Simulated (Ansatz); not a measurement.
# C₄H₆F₄: how energies converge with the basis set

Aim: see how fast density functionals converge with the basis set for C₄H₆F₄.

Method: one geometry, several basis sets; program: Ansatz 0.2.0, Gaussian basis.

Levels to be run: PBE0-D4/def2-SVP; ωB97M-V/def2-SVP; PBE0-D4/def2-QZVPP; ωB97M-V/def2-QZVPP; the functionals' def2-TZVPP values are taken from earlier runs.

### Step 1. Structure used throughout

All runs share one geometry, relaxed beforehand with PBE0-D4 in a triple-zeta def2 set.

SMILES `CC(F)(F)CC(F)F`, 14 atoms, charge 0, spin multiplicity 1.

Atoms are counted from 1 here; the program's logs count them from 0.

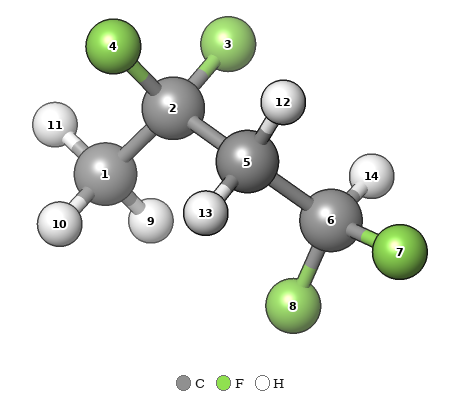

The geometry (carbon grey, fluorine green, hydrogen white); atoms are numbered from 1 in the order of the file.

### Step 2. PBE0-D4 in def2-SVP

in.yaml reads:

```yaml
crystal:
  periodic: [false, false, false]
  atoms:
    - {symbol: C, position_ang: [-0.795700, -1.319256, 0.715685]}
    - {symbol: C, position_ang: [-0.777440, -0.377573, -0.454098]}
    - {symbol: F, position_ang: [-0.228975, -1.018795, -1.535080]}
    - {symbol: F, position_ang: [-2.066409, -0.089817, -0.805884]}
    - {symbol: C, position_ang: [-0.061012, 0.947259, -0.279613]}
    - {symbol: C, position_ang: [1.430777, 0.839326, -0.104642]}
    - {symbol: F, position_ang: [1.973221, 2.082072, -0.149631]}
    - {symbol: F, position_ang: [1.741481, 0.315919, 1.112817]}
    - {symbol: H, position_ang: [0.216048, -1.621584, 0.979943]}
    - {symbol: H, position_ang: [-1.254439, -0.833358, 1.576868]}
    - {symbol: H, position_ang: [-1.380808, -2.198228, 0.444577]}
    - {symbol: H, position_ang: [-0.250159, 1.535351, -1.180016]}
    - {symbol: H, position_ang: [-0.478518, 1.483568, 0.574822]}
    - {symbol: H, position_ang: [1.918834, 0.225914, -0.867047]}
basis:
  gaussian: {orbitals: def2-SVP}
hamiltonian: {xc: pbe0, dispersion: d4}
output: {orbitals: {seedname: orbitals}}
```

The run is started by

```bash
> ansatz run in.yaml --threads 2 --pin off --events-out ev --progress --plain --max-ram 32768MiB --backend cpu
```

After this run come: ωB97M-V in def2-SVP; PBE0-D4 in def2-QZVPP; ωB97M-V in def2-QZVPP.

**Question.** What will the summary of the whole plan be? Wanted: PBE0-D4: double and triple zeta above quadruple; ωB97M-V: double and triple zeta above quadruple.

**Answer**, as computed:

```
                                       quantity           value
PBE0-D4: double and triple zeta above quadruple  18.66, 0.77 eV
ωB97M-V: double and triple zeta above quadruple  19.13, 0.74 eV
```

What this shows: For PBE0-D4 the step from double to triple zeta gains 17.89 eV and the next only 0.77 eV. Total energies overstate the basis error of differences, where much of it tends to cancel. The LUMO of ωB97M-V is positive and keeps falling with the basis (3.54 to 1.95 eV): an unbound level that the basis holds in place.
